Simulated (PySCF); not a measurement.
# [MnN2]-: relaxation and vibrations of the singlet

Aim: relax [MnN2]- as a singlet from a side-on start, check by its vibrations whether the end is a minimum, and collect its spectrum and constants.

Method: B3LYP, basis Mn def2-SVPD, N def2-SVPD, no relativity, density fitting; program: PySCF 2.14.0.

### 1 Where the work starts

3 atoms, charge -1, spin multiplicity 1.

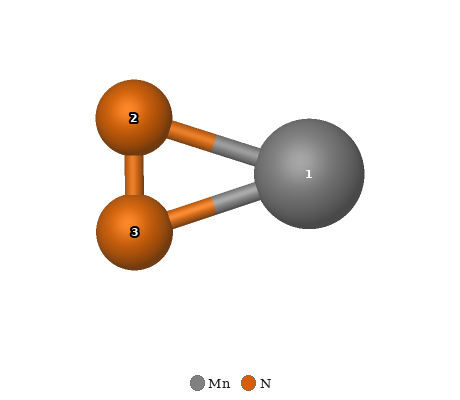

Start geometry, drawn with manganese grey, nitrogen orange; atoms are numbered from 1 in the order of the file.

Z-matrix (Å, degrees; charge -1 multiplicity 1):
```
Mn
N  1 1.9380
N  2 1.2000 1 71.97
```

### 2 Side-on start, singlet: relaxation

The steps below are one call of a driver around PySCF. For each, scf.py gives the equivalent set-up of the SCF; relaxations use the driver's own optimiser. Before each start the driver seeks the lowest SCF state from one or more starting densities and follows internal instabilities, so scf.py alone need not reach the same state.

The program finds C2v symmetry in the start, which this walk keeps. The walk stops when the largest gradient is under 0.0003 Eh/bohr and the energy has settled too.

scf.py reads:

```python
from pyscf import gto, scf, dft
mol = gto.M(atom='''
Mn     0.000000     0.000000    -0.622216
N      0.600000    -0.000000     1.220566
N     -0.600000     0.000000     1.220566''',
    basis={'Mn': 'def2-SVPD', 'N': 'def2-SVPD'},
    charge=-1, spin=0)
mf = dft.RKS(mol, xc='B3LYP')
mf.grids.atom_grid = (50, 194)
aux = {'Mn': 'def2-universal-JKFIT', 'N': 'def2-universal-JKFIT'}
mf = mf.density_fit(auxbasis=aux)
mf.kernel()
```

The optimiser's trace:

```csv
step,energy (Eh),change (kJ/mol),largest symmetric gradient (Eh/bohr)
0,-1260.169544,0.00,0.04446
1,-1260.170379,-2.19,0.03224
2,-1260.170931,-3.64,0.00538
3,-1260.170986,-3.78,0.00356
4,-1260.171027,-3.89,0.00022
5,-1260.171027,-3.89,0.00001
```

The walk needed 3.3 s of wall time on 4 threads, shared host.

Geometry (Å) and forces (eV/Å) at some steps:

```
step 0
Mn   0.000   0.000  -0.622   0.000   0.000   0.759
N    0.600   0.000   1.221  -2.286   0.000  -0.379
N   -0.600   0.000   1.221   2.286   0.000  -0.379
step 1
Mn   0.000   0.000  -0.615   0.000   0.000   0.138
N    0.579   0.000   1.217   1.658   0.000  -0.069
N   -0.579   0.000   1.217  -1.658   0.000  -0.069
step 3
Mn   0.000   0.000  -0.608   0.000   0.000   0.183
N    0.588   0.000   1.213  -0.044   0.000  -0.091
N   -0.588   0.000   1.213   0.044   0.000  -0.091
step 5
Mn   0.000   0.000  -0.599   0.000   0.000   0.000
N    0.589   0.000   1.209   0.000   0.000   0.000
N   -0.589   0.000   1.209   0.000   0.000   0.000
```

It settles in C2v symmetry, 3.9 kJ/mol below the start, after 5 steps: Mn–N 1.902 Å (×2), N–N 1.177 Å; Mn–N–N 72.0° (×2), N–Mn–N 36.1°.

### 3 Vibrations and properties at this point

The point is checked on the finer grid, and tightened if its gradient asks for it. The Hessian and the dipole derivatives come from central differences of analytic gradients, with steps of 0.01 bohr.

scf.py, as its differences from that of step 2:

```diff
@@ -3,3 +3,3 @@
-Mn     0.000000     0.000000    -0.622216
-N      0.600000    -0.000000     1.220566
-N     -0.600000     0.000000     1.220566''',
+Mn    -0.000000    -0.000000    -0.611264
+N      0.588490    -0.000000     1.198100
+N     -0.588490     0.000000     1.198100''',
@@ -9 +9 @@
-mf.grids.atom_grid = (50, 194)
+mf.grids.atom_grid = (75, 302)
```

The driver hands on the density of the step before, so the log starts near convergence.

Log of the central SCF (cycles and frontier levels):

```text
init E= -1260.17096509648
  HOMO = 0.0321923789771827  LUMO = 0.117238292658941  gap/eV = 2.31422
cycle= 1 E= -1260.17096508109  delta_E= 1.54e-08  |g|= 0.000276  |ddm|= 0.000286
  HOMO = 0.0321501220903651  LUMO = 0.117138077625556  gap/eV = 2.31264
cycle= 2 E= -1260.17096449841  delta_E= 5.83e-07  |g|= 0.0017  |ddm|= 0.00175
  HOMO = 0.0321867002469576  LUMO = 0.117224970061507  gap/eV = 2.31401
cycle= 3 E= -1260.17096509657  delta_E= -5.98e-07  |g|= 4.21e-05  |ddm|= 0.00151
  HOMO = 0.0321865463125883  LUMO = 0.117224545868586  gap/eV = 2.31400
cycle= 4 E= -1260.17096509694  delta_E= -3.68e-10  |g|= 1.18e-06  |ddm|= 2.92e-05
  HOMO = 0.0321865396102514  LUMO = 0.11722448446858  gap/eV = 2.31400
cycle= 5 E= -1260.17096509694  delta_E= -2.96e-12  |g|= 5.98e-07  |ddm|= 2.04e-06
  HOMO = 0.0321864965228009  LUMO = 0.117224385492552  gap/eV = 2.31400
Extra cycle  E= -1260.17096509694  delta_E= 4.32e-12  |g|= 2.84e-06  |ddm|= 3.01e-06
converged SCF energy = -1260.17096509694
```

The whole step took 8.2 s.

Geometry: C2v; Mn–N 1.903 Å (×2), N–N 1.177 Å; Mn–N–N 72.0° (×2), N–Mn–N 36.0°.

Modes, for the most abundant isotopes:

```json
{"symmetry": "b2", "ω (cm⁻¹)": "435", "IR (km/mol)": "14.7"}
{"symmetry": "a1", "ω (cm⁻¹)": "467", "IR (km/mol)": "37.0"}
{"symmetry": "a1", "ω (cm⁻¹)": "1884", "IR (km/mol)": "392"}
```

All wavenumbers are real: a minimum.

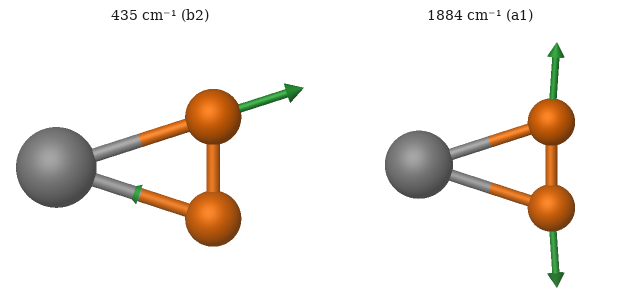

Displacements of 2 of the modes, as arrows (one member where a mode is degenerate).

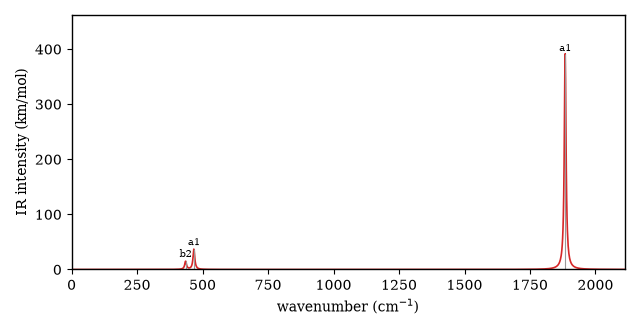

The harmonic infrared spectrum (widths in cm⁻¹). Lines are broadened to a width of 8 cm⁻¹ (Lorentzian).

Properties at this point:

| Quantity | Value |
| --- | --- |
| Dipole moment about the centre of mass | 2.41 D |
| Highest occupied level | 0.88 eV |
| Lowest empty level | 3.19 eV |
| Rotational constants | 1.738, 0.2776, 0.2394 cm⁻¹ |
| Zero-point energy | 16.7 kJ/mol |
| Principal polarisabilities | 155.3, 155.8, 160.0 bohr³ |
| Principal traceless quadrupole moments about the centre of mass | -7.58, 2.54, 5.04 D Å |
| Entropy at 298.15 K and 1 bar | 257.6 J/(mol K) |
| Heat capacity Cp at 298.15 K | 44.7 J/(mol K) |
| Enthalpy at 298.15 K above 0 K | 11.30 kJ/mol |
| Rotational symmetry number | 2 |

Populations by atom (charges in e):

```csv
atom,Mulliken,Löwdin,polar tensor,Mayer order to Mn1
Mn1,-0.55,-0.40,-0.97,–
"N2,3",-0.22,-0.30,-0.02,0.84
```

Mulliken populations on Mn1: s 7.77, p 12.28, d 5.51, f 0.00.

### 4 Would spin polarisation lower it?

At the lowest minimum the closed shell is tested against spin polarisation, on the (50, 194) grid. It is unstable: an open-shell solution lies lower. That solution was not followed to a minimum here.

### 5 What came out

| quantity | value |
| --- | --- |
| minimum | singlet, C2v (closed shell, unstable towards spin polarisation) |
| geometry | Mn–N 1.903 Å (×2), N–N 1.177 Å; Mn–N–N 72.0° (×2), N–Mn–N 36.0° |
| wavenumbers (cm⁻¹) | 435 (b2), 467 (a1), 1884 (a1) |
| dipole moment (centre of mass) | 2.41 D |
| highest occupied, lowest empty level | 0.88, 3.19 eV |
| polar-tensor charge of Mn1 | -0.97 e |
| zero-point energy | 16.7 kJ/mol |

What this shows: The side-on start keeps its C2v symmetry and ends in a minimum. In the infrared the band at 1884 cm⁻¹ (a1) leads. Other starts or spin states, not run here, may lie lower. A highest occupied level above zero is common for anions with such functionals; it warns that the extra electron is poorly described. The closed shell proved unstable towards spin polarisation, so a lower open-shell solution exists.

The search up to here took 20 s.
